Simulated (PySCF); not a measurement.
# WF5: structure of the doublet

Aim: relax WF5 as a doublet from a PBE0 minimum start, check by its vibrations whether the end is a minimum, and collect its spectrum and constants.

Program: PySCF 2.14.0. Level of theory: PBE0, basis W def2-SVP with ECP60, F def2-SVP, scalar-relativistic core potentials, no spin–orbit coupling, density fitting. These are calculated values, not measurements.

### 1 The starting structure

6 atoms, charge 0, spin multiplicity 2.

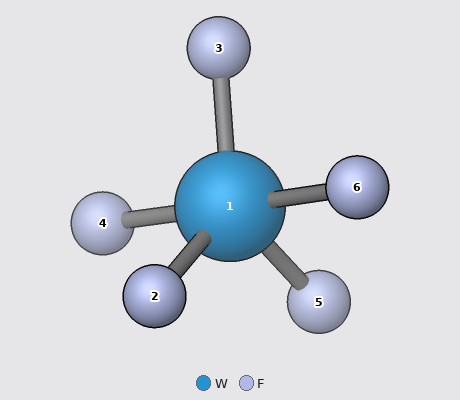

The starting geometry (tungsten blue, fluorine light blue); atoms are numbered from 1 in the order of the file.

Coordinates in bohr (charge 0 multiplicity 2):
```
W    -0.0386    0.0000    0.0000
F     1.9835    0.0000    2.8219
F    -3.4810    0.0000    0.0000
F    -0.0564   -3.5650    0.0000
F     1.9835    0.0000   -2.8219
F    -0.0564    3.5650    0.0000
```

### 2 First SCF at the start

One driver script runs all steps and calls PySCF; scf.py shows how it sets up the SCF of each step. The optimiser is the driver's own. After this first run the driver tries any further starts and a stability analysis.

File scf.py:

```python
from pyscf import gto, scf, dft
mol = gto.M(atom='''
W     -0.020400     0.000000     0.000000
F      1.049600    -0.000000     1.493270
F     -1.842040     0.000000    -0.000000
F     -0.029840    -1.886540    -0.000000
F      1.049600    -0.000000    -1.493270
F     -0.029840     1.886530    -0.000000''',
    basis={'W': 'def2-SVP', 'F': 'def2-SVP'},
    ecp={'W': 'def2-SVP'},
    charge=0, spin=1)
mf = dft.UKS(mol, xc='PBE0')
mf.grids.atom_grid = (50, 194)
aux = {'W': 'def2-universal-JKFIT', 'F': 'def2-universal-JKFIT'}
mf = mf.density_fit(auxbasis=aux)
mf.conv_tol = 1e-08
mf.diis_space = 10
mf.max_cycle = 60
mf.init_guess = 'minao'
mf.verbose = 4
mf.kernel()
```

The run is started by

```bash
OMP_NUM_THREADS=4 python axn.py task.json out
```

The program printed:

```text
init E= -553.086950845321
[... the frontier-level lines of each cycle are left out ...]
cycle= 1 E= -565.251814267152  delta_E= -12.2  |g|= 1.03  |ddm|= 5.13
cycle= 2 E= -562.800720058852  delta_E= 2.45  |g|= 2.81  |ddm|= 2.44
cycle= 3 E= -565.62257395336  delta_E= -2.82  |g|= 0.198  |ddm|= 1.88
cycle= 4 E= -565.632087799223  delta_E= -0.00951  |g|= 0.123  |ddm|= 0.234
cycle= 5 E= -565.636616889963  delta_E= -0.00453  |g|= 0.0435  |ddm|= 0.0935
cycle= 6 E= -565.637341259327  delta_E= -0.000724  |g|= 0.0052  |ddm|= 0.0349
cycle= 7 E= -565.637348026529  delta_E= -6.77e-06  |g|= 0.00339  |ddm|= 0.00516
cycle= 8 E= -565.637352316732  delta_E= -4.29e-06  |g|= 0.000408  |ddm|= 0.00238
cycle= 9 E= -565.637352496532  delta_E= -1.8e-07  |g|= 0.000124  |ddm|= 0.000742
cycle= 10 E= -565.637352519211  delta_E= -2.27e-08  |g|= 4.7e-05  |ddm|= 0.000331
cycle= 11 E= -565.637352520383  delta_E= -1.17e-09  |g|= 1.53e-05  |ddm|= 5.92e-05
Extra cycle  E= -565.637352520241  delta_E= 1.42e-10  |g|= 2.59e-05  |ddm|= 2.85e-05
converged SCF energy = -565.637352520241  <S^2> = 0.75255964  2S+1 = 2.002558
```

This step, with its further starts and checks, took 29 s on 4 threads of Arm Neoverse N1, shared host.

The starts that the driver tried:

```
                      start  energy (Eh)
    the minimal-basis guess  -565.637353
a thermally smeared density  -565.637353
      a smeared PBE density  -565.637353
```

The test of internal stability and the other starts found no lower solution of this spin.

### 3 PBE0 minimum start, doublet: relaxation

The program finds C2v symmetry in the start, which this walk keeps.

scf.py: that of step 2 with these lines changed.

```diff
@@ -3,6 +3,6 @@
-W     -0.020400     0.000000     0.000000
-F      1.049600    -0.000000     1.493270
-F     -1.842040     0.000000    -0.000000
-F     -0.029840    -1.886540    -0.000000
-F      1.049600    -0.000000    -1.493270
-F     -0.029840     1.886530    -0.000000''',
+W     -0.020397    -0.000000     0.000000
+F      1.049603     0.000000     1.493270
+F     -1.842037    -0.000000     0.000000
+F     -0.029837    -1.886535     0.000000
+F      1.049603     0.000000    -1.493270
+F     -0.029837     1.886535     0.000000''',
@@ -19 +18,0 @@
-mf.init_guess = 'minao'
```

Steps of the walk:

```
step  energy (Eh)  change (kJ/mol)  largest symmetric gradient (Eh/bohr)
   0  -565.637353             0.00                               0.00039
   1  -565.637355            -0.01                               0.00021
```

The walk took 8.8 s.

End point (C2v, 1 steps, 0.0 kJ/mol gained): W–F 1.822 Å, W–F 1.837 Å (×2), W–F 1.886 Å (×2); F–W–F 89.7° (×2), F–W–F 90.2° (×4), F–W–F 108.6°, F–W–F 125.7° (×2), F–W–F 179.4°.

### 4 Frequencies

The point is checked on the finer grid, and tightened if its gradient asks for it. The Hessian and the dipole derivatives come from central differences of analytic gradients, with steps of 0.02 bohr.

scf.py: that of step 3 with these lines changed.

```diff
@@ -3,6 +3,6 @@
-W     -0.020397    -0.000000     0.000000
-F      1.049603     0.000000     1.493270
-F     -1.842037    -0.000000     0.000000
-F     -0.029837    -1.886535     0.000000
-F      1.049603     0.000000    -1.493270
-F     -0.029837     1.886535     0.000000''',
+W     -0.020413    -0.000000     0.000000
+F      1.050686     0.000000     1.492269
+F     -1.842244    -0.000000     0.000000
+F     -0.030000    -1.886598     0.000000
+F      1.050686     0.000000    -1.492269
+F     -0.030000     1.886598     0.000000''',
@@ -13 +13 @@
-mf.grids.atom_grid = (50, 194)
+mf.grids.atom_grid = (75, 302)
@@ -16 +16 @@
-mf.conv_tol = 1e-08
+mf.conv_tol = 1e-10
```

This SCF starts from the last density.

Log of the central SCF (cycles and frontier levels):

```text
init E= -565.637219428968
[... the frontier-level lines of each cycle are left out ...]
cycle= 1 E= -565.637219428921  delta_E= 4.67e-11  |g|= 1.34e-05  |ddm|= 1.34e-05
cycle= 2 E= -565.637219428716  delta_E= 2.05e-10  |g|= 2.74e-05  |ddm|= 2.68e-05
cycle= 3 E= -565.637219428984  delta_E= -2.68e-10  |g|= 7.22e-07  |ddm|= 1.79e-05
cycle= 4 E= -565.637219428984  delta_E= 1.14e-13  |g|= 1.22e-07  |ddm|= 4.77e-07
Extra cycle  E= -565.637219428984  delta_E= -2.27e-13  |g|= 2.27e-07  |ddm|= 2.79e-07
converged SCF energy = -565.637219428984  <S^2> = 0.75256158  2S+1 = 2.0025599
```

The whole step took 2.6 min.

Geometry: C2v; W–F 1.822 Å, W–F 1.837 Å (×2), W–F 1.887 Å (×2); F–W–F 89.7° (×2), F–W–F 90.2° (×4), F–W–F 108.7°, F–W–F 125.7° (×2), F–W–F 179.4°.

Harmonic modes (main isotopes):

| symmetry | ω (cm⁻¹) | IR (km/mol) | μ (u) | type |
| --- | --- | --- | --- | --- |
| b2 | 72 | 23.4 | 21.12 | bend |
| a1 | 94 | 10.3 | 19.52 | bend |
| a2 | 131 | 0.0 | 19.00 | bend |
| b2 | 196 | 26.0 | 21.50 | bend |
| a1 | 199 | 16.4 | 22.00 | bend |
| b1 | 213 | 13.8 | 20.93 | bend |
| b1 | 277 | 7.0 | 20.06 | bend |
| b2 | 671 | 155 | 20.84 | stretch |
| a1 | 680 | 0.1 | 19.00 | stretch |
| b1 | 694 | 261 | 22.61 | stretch |
| a1 | 755 | 105 | 20.94 | stretch |
| a1 | 758 | 67.0 | 19.98 | stretch |

No imaginary mode, so this is a minimum.

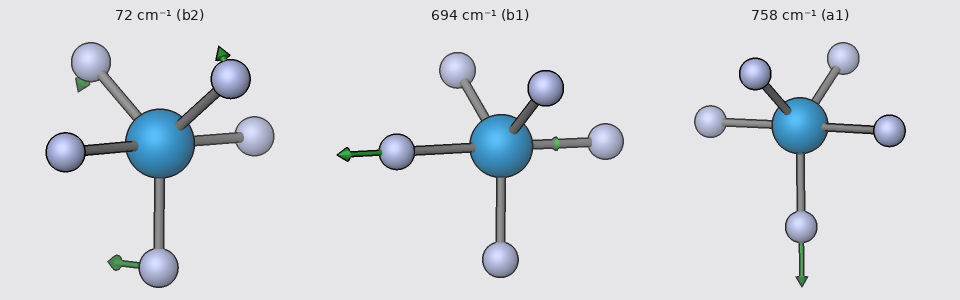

How the atoms move in 3 of the modes.

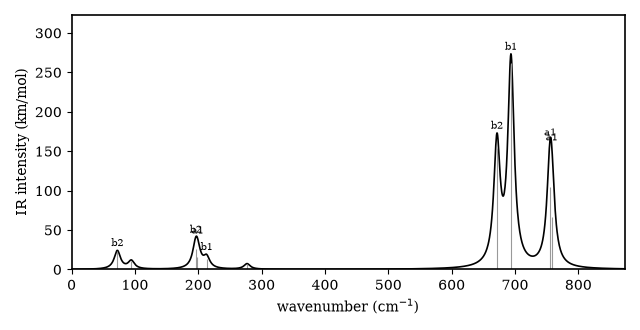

The harmonic infrared spectrum (widths in cm⁻¹). Lines are broadened to a width of 12 cm⁻¹ (Lorentzian).

Properties at this point:

```
Dipole moment                                                   : 0.63 D
Highest occupied level                                          : -7.06 eV
Lowest empty level                                              : -4.01 eV
Rotational constants                                            : 0.08819, 0.07668, 0.06972 cm⁻¹
Zero-point energy                                               : 28.4 kJ/mol
Principal polarisabilities                                      : 30.5, 32.2, 36.2 bohr³
Atomisation energy without zero-point energy                    : 2605 kJ/mol
Principal traceless quadrupole moments about the centre of mass : -6.91, 2.71, 4.20 D Å
Entropy at 298.15 K and 1 bar (electronic part: spin only)      : 378.2 J/(mol K)
Heat capacity Cp at 298.15 K                                    : 104.9 J/(mol K)
Enthalpy at 298.15 K above 0 K                                  : 22.72 kJ/mol
Rotational symmetry number                                      : 2
Spin squared ⟨S²⟩                                               : 0.753
```

Charges (e) and bond orders:

| atom | Mulliken | Löwdin | polar tensor | spin (Mulliken) | Mayer order to W1 |
| --- | --- | --- | --- | --- | --- |
| W1 | 1.58 | 0.58 | 3.38 | 0.89 | – |
| F2,5 | -0.29 | -0.09 | -0.64 | 0.01 | 1.11 |
| F3 | -0.28 | -0.07 | -0.65 | -0.02 | 1.13 |
| F4,6 | -0.36 | -0.16 | -0.72 | 0.05 | 1.00 |

Outer orbital energies (eV). α occupied: -13.65, -13.39, -12.45, -12.37, -12.21, -12.17, -12.11, -7.06; empty: -4.01, -3.13, -2.44, -0.59. β occupied: -13.66, -13.57, -13.40, -12.17, -12.16, -12.04, -11.93, -11.90; empty: -3.57, -2.86, -2.70, -2.03.

Mulliken populations on W1 (outside its core potential): s 2.31, p 6.36, d 3.49, f 0.26.

### 5 Summary of results

| quantity | value |
| --- | --- |
| minimum | doublet, C2v |
| geometry | W–F 1.822 Å, W–F 1.837 Å (×2), W–F 1.887 Å (×2); F–W–F 89.7° (×2), F–W–F 90.2° (×4), F–W–F 108.7°, F–W–F 125.7° (×2), F–W–F 179.4° |
| wavenumbers (cm⁻¹) | 72 (b2), 94 (a1), 131 (a2), 196 (b2), 199 (a1), 213 (b1), 277 (b1), 671 (b2), 680 (a1), 694 (b1), 755 (a1), 758 (a1) |
| dipole moment | 0.63 D |
| highest occupied, lowest empty level (either spin) | -7.06, -4.01 eV |
| polar-tensor charge of W1 | +3.38 e |
| zero-point energy | 28.4 kJ/mol |
| entropy at 298.15 K | 378.2 J/(mol K) |
| atomisation energy (no zero-point energy) | 2605 kJ/mol |
| ⟨S²⟩ | 0.753 |

What this shows: The molecule stays C2v, as typed, and the end point is a minimum. In the infrared the band at 694 cm⁻¹ (b1, stretch) leads. Most of the spin sits on W1 (Mulliken spin 0.89, against 1 for the whole molecule). Other starts or spin states, not run here, may lie lower. Open d and f shells are described by one determinant, and the ground state may have another occupation or spin. Spin–orbit coupling, left out here, can matter for elements this heavy.

The search up to here took 3.2 min.
